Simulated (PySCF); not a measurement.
# CCSDT(Q)/STO-3G run of AlH3O (AlH2(OH))

Aim: the energy change on altering one bond length of AlH3O (AlH2(OH)) at CCSDT(Q)/STO-3G, from 2 runs. 

The calculation is run with PySCF 2.14.0.

14 further runs of the same task are left out: 2 that didn't finish, 12 set aside as unsound or not needed.

### Step 1. The molecule

AlH3O has 5 atoms, charge 0, and is taken as a singlet. As SMILES, `[H][Al]([H])[OH]`. The shape comes from GFN2-xTB, which is rough for such elements, and wasn't checked as a minimum.

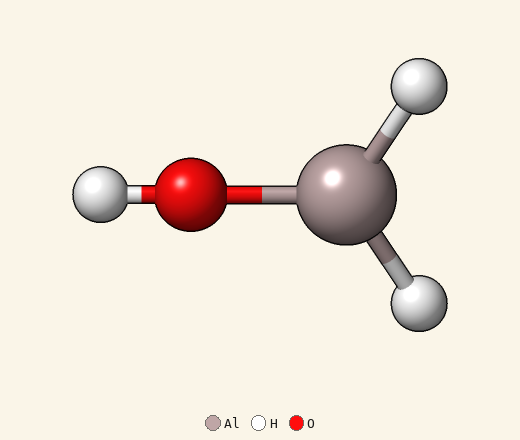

Viewed from a chosen angle; aluminium light grey, hydrogen white, oxygen red.

### Step 2. A single-point energy at CCSDT(Q)/STO-3G

calc.py reads:

```python
# AlH2(OH)
from pyscf import gto, scf, cc

system = gto.M(
    atom=[
    ('Al', (0.271770, 0.451120, -0.109270)),
    ('H', (1.798980, 0.417230, -0.221380)),
    ('H', (-0.481020, 1.769010, -0.311810)),
    ('O', (-0.555450, -0.920030, 0.226660)),
    ('H', (-1.034280, -1.717330, 0.415800)),
],
    spin=0,
    max_memory=1860,
    basis='sto-3g',
    charge=0,
    verbose=3,
)

mf = scf.RHF(system)
mf.conv_tol = 1e-10
mf.kernel()
if not mf.converged:
    mf = mf.newton().run(mf.mo_coeff, mf.mo_occ)

mycc = cc.CCSDT(mf, frozen=6)
mycc.kernel()
e_bracket, e_q = mycc.ccsdt_q()
energy = mycc.e_tot + e_q
print('Final energy', energy)
```

Started as:

```sh
$ OMP_NUM_THREADS=1 python calc.py
```

The log of the run:

```text
converged SCF energy = -314.583250939829
_make_eris_incore_RCCSDT

WARN: A large `blksize` is being used, which may cause large memory consumption
      for storing contraction intermediates. If memory is sufficient, consider using
      `pyscf.cc.rccsdt_highm.RCCSDT` instead.

WARN: A large `blksize_oovv` is being used, which may cause large memory consumption
      for storing contraction intermediates. If memory is sufficient, consider using
      `pyscf.cc.rccsdt_highm.RCCSDT` instead.

WARN: A large `blksize_oooo` is being used, which may cause large memory consumption
      for storing contraction intermediates. If memory is sufficient, consider using
      `pyscf.cc.rccsdt_highm.RCCSDT` instead.

RCCSDT converged
E(RCCSDT) = -314.6663963446397   E_corr = -0.08314540481054952
E_corr(same-spin) = -0.00880948461158443
E_corr(oppo-spin) = -0.0743359201989651
_make_eris_incore_RCCSDT
Final energy -314.6663878010984
```

Run time: 1.2 s. Hardware: 1 thread of Arm Neoverse V1, shared host; peak memory 0.1 GiB.

### Step 3. The distorted shape

mol.xyz reads:

```xyz
5

Al     1.626773    -1.921049     0.255297
H      3.153983    -1.954939     0.143187
H     -0.481020     1.769010    -0.311810
O      0.799553    -3.292199     0.591227
H      0.320723    -4.089499     0.780367
```

calc.py reads:

```python
from pyscf import gto, scf, cc

mol = gto.M(
    atom='mol.xyz',
    charge=0,
    basis='sto-3g',
    max_memory=1860,
    verbose=3,
)

myscf = scf.RHF(mol)
myscf.conv_tol = 1e-10
myscf.kernel()
if not myscf.converged:
    myscf = myscf.newton().run(myscf.mo_coeff, myscf.mo_occ)

mycc = cc.CCSDT(myscf, frozen=6)
mycc.kernel()
e_bracket, e_q = mycc.ccsdt_q()
energy = mycc.e_tot + e_q
print('Final energy', energy)
```

Started as:

```sh
$ OMP_NUM_THREADS=1 python calc.py
```

The log of the run:

```text
converged SCF energy = -314.203369732791
_make_eris_incore_RCCSDT

WARN: A large `blksize` is being used, which may cause large memory consumption
      for storing contraction intermediates. If memory is sufficient, consider using
      `pyscf.cc.rccsdt_highm.RCCSDT` instead.

WARN: A large `blksize_oovv` is being used, which may cause large memory consumption
      for storing contraction intermediates. If memory is sufficient, consider using
      `pyscf.cc.rccsdt_highm.RCCSDT` instead.

WARN: A large `blksize_oooo` is being used, which may cause large memory consumption
      for storing contraction intermediates. If memory is sufficient, consider using
      `pyscf.cc.rccsdt_highm.RCCSDT` instead.

RCCSDT converged
E(RCCSDT) = -314.4777744504157   E_corr = -0.2744047176252105
E_corr(same-spin) = -0.0118148812344822
E_corr(oppo-spin) = -0.262589836390728
_make_eris_incore_RCCSDT
Final energy -314.47806908678507
```

It took 1.5 s on 1 thread of Arm Neoverse V1, shared host; peak memory 0.1 GiB.

### Step 4. Outcome

Level: CCSDT(Q)/STO-3G, 6 core orbitals frozen.

| quantity | value |
| --- | --- |
| first shape: total energy | -314.66639 Eh |
| first shape: dipole moment (Hartree–Fock density) | 0.69 D |
| first shape: HOMO energy (Hartree–Fock orbitals) | -7.65 eV |
| first shape: LUMO energy (Hartree–Fock orbitals) | 10.01 eV |
| first shape: HOMO–LUMO gap (Hartree–Fock orbitals) | 17.66 eV |
| first shape: correlation energy (6 core orbitals frozen) | -83.1 mEh |
| first shape: T1 diagnostic | 0.018 |
| distorted shape: total energy | -314.47807 Eh |
| distorted shape: dipole moment (Hartree–Fock density) | 6.02 D |
| distorted shape: HOMO energy (Hartree–Fock orbitals) | -1.09 eV |
| distorted shape: LUMO energy (Hartree–Fock orbitals) | 2.76 eV |
| distorted shape: HOMO–LUMO gap (Hartree–Fock orbitals) | 3.85 eV |
| distorted shape: correlation energy (6 core orbitals frozen) | -274.7 mEh |
| distorted shape: T1 diagnostic | 0.106 |
| energy change with the Al1–H3 bond stretched from 1.531 to 4.287 Å | 5.124 eV |

With the Al1–H3 bond stretched from 1.531 to 4.287 Å the energy rises by 5.12 eV (118 kcal/mol). The first shape isn't relaxed at this level, so the change isn't measured from a minimum. The minimal basis adds a large error of its own. Mulliken charges (first shape) of the mean-field density run from -0.63 on O4 to +1.02 on Al1. The T1 diagnostic (distorted shape) of 0.106 is above the customary mark for such species, so a single reference may not serve. Mulliken charges (distorted shape) of the mean-field density run from -0.59 on O4 to +0.97 on Al1.
